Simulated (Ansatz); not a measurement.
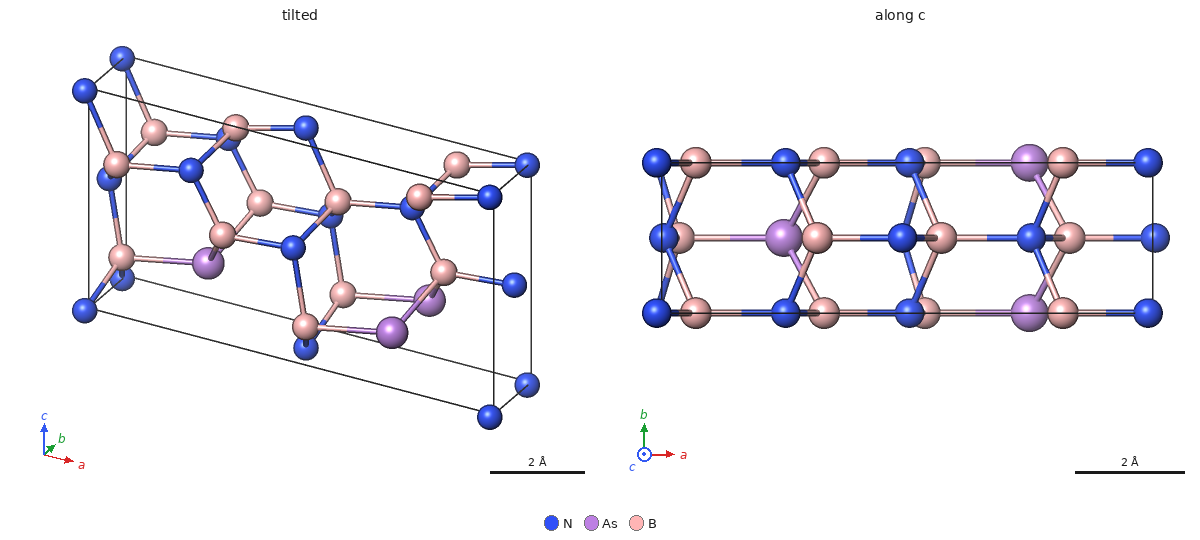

Crystal structure, ball-and-stick style, seen slightly off an axis and along the c axis. The wireframe shows the conventional unit cell.

B4AsN3, space group Cm (No. 8), a = 9.222 Å, b = 2.775 Å, c = 4.880 Å, α = 90.00°, β = 100.36°, γ = 90.00°. The cell started as a structure type filled with these elements by a generator (whether the compound takes this form wasn't checked). Earlier steps of the study, as a rule a relaxation of our own, may have changed the cell and positions, so they can lie some per cent off the listed ones. An electronic-structure calculation with Ansatz was run on it.

This one geometry was computed with Ansatz (DFT, plane waves, PAW) at four levels of theory: r2SCAN, PBE, PBE with spin-orbit coupling and HSE06. It was relaxed beforehand with r2SCAN.

Question: Which level gives the highest pressure at this volume, and what does that say about its equilibrium volume?

Answer: Highest: PBE (3.2 GPa) and PBE with spin-orbit coupling (3.2 GPa), which points to the largest equilibrium volume. Lowest, with the smallest volume: HSE06 (-3.4 GPa). Levels within 0.5 GPa of each other can't be told apart.

Question: How does the band gap change with the level of theory?

Answer: PBE: a gap of 0.06 eV, indirect; PBE with spin-orbit coupling: a gap of 0.06 eV, indirect; r2SCAN: a gap of 0.31 eV, indirect; HSE06: a gap of 0.87 eV, indirect.

Question: Collect the results in a table.

Answer:
| level | cutoff (eV) | k-mesh of the run's cell | gap (eV) | pressure (GPa) |
| --- | --- | --- | --- | --- |
| r2SCAN | 500 | 10×10×6 | 0.31 | 0.0 |
| PBE | 420 | 10×10×6 | 0.06 | 3.2 |
| PBE with spin-orbit coupling | 420 | 10×10×6 | 0.06 | 3.2 |
| HSE06 | 420 | 6×6×4 | 0.87 | -3.4 |

Gaps are taken on the k-mesh or band path of each run.
